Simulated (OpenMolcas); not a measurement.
# BNH3 (SMILES [BH]N): the energy, rung by rung

BNH3: 5 atoms, total charge 0, spin state doublet. SMILES: `[BH]N`. The shape is that of a GFN2-xTB optimisation. This is one conformer, not always the lowest.

| atom | x (Å) | y (Å) | z (Å) |
| --- | --- | --- | --- |
| B | 0.7058 | -0.3416 | 0.5400 |
| N | -0.1687 | 0.4034 | -0.2106 |
| H | 0.5367 | -1.4869 | 0.7238 |
| H | -1.0067 | 0.0361 | -0.6531 |
| H | -0.0671 | 1.3891 | -0.4000 |

Quantity: the energy change with the B1–N2 bond stretched from 1.372 to 2.745 Å, in eV. The values are calculated.

```json
{"level": "ROHF/STO-3G", "kind": "Hartree–Fock", "program": "OpenMolcas", "value (eV)": "6.10", "less FCI/STO-3G": "-0.07", "CPU time (all runs)": "5.5 s"}
{"level": "UPBE/STO-3G", "kind": "GGA", "program": "OpenMolcas", "value (eV)": "7.38", "less FCI/STO-3G": "+1.21", "CPU time (all runs)": "13 s"}
{"level": "U-r2SCAN/STO-3G", "kind": "meta-GGA", "program": "OpenMolcas", "value (eV)": "7.30", "less FCI/STO-3G": "+1.13", "CPU time (all runs)": "18 s"}
{"level": "UM06-2X/STO-3G", "kind": "hybrid meta-GGA", "program": "OpenMolcas", "value (eV)": "7.09", "less FCI/STO-3G": "+0.92", "CPU time (all runs)": "23 s"}
{"level": "CASSCF(3,3)/STO-3G", "kind": "multireference", "program": "OpenMolcas", "value (eV)": "5.74", "less FCI/STO-3G": "-0.43", "CPU time (all runs)": "4.5 s"}
{"level": "SC-NEVPT2(3,3)/STO-3G", "kind": "multireference", "program": "OpenMolcas", "value (eV)": "6.45", "less FCI/STO-3G": "+0.28", "CPU time (all runs)": "3.9 s"}
{"level": "ROCCSD(T)/STO-3G", "kind": "coupled cluster or CI", "program": "OpenMolcas", "value (eV)": "6.17", "less FCI/STO-3G": "0.00", "CPU time (all runs)": "6.3 s"}
{"level": "FCI/STO-3G", "kind": "exact in the basis", "program": "OpenMolcas", "value (eV)": "6.17", "less FCI/STO-3G": "0.00", "CPU time (all runs)": "29 s"}
```

FCI/STO-3G is exact within its basis and frozen core, so for wave-function methods in that basis the difference is their error; functionals converge differently with the basis, so for them it is only a difference. The first shape isn't each level's own minimum. The values span 5.74 to 7.38 eV. Spin contamination of the reference (⟨S²⟩ at least 0.1 too high) touches UPBE/STO-3G, U-r2SCAN/STO-3G, UM06-2X/STO-3G. All rows use very small basis sets, so even the best lies far from the true value. CPU times are rough (shared hosts, several kinds of processor): they show what a rung costs within a factor of a few.

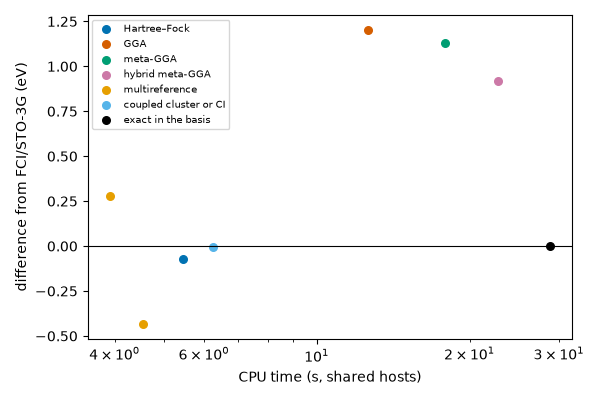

Difference from FCI/STO-3G against processor time, one point a level.
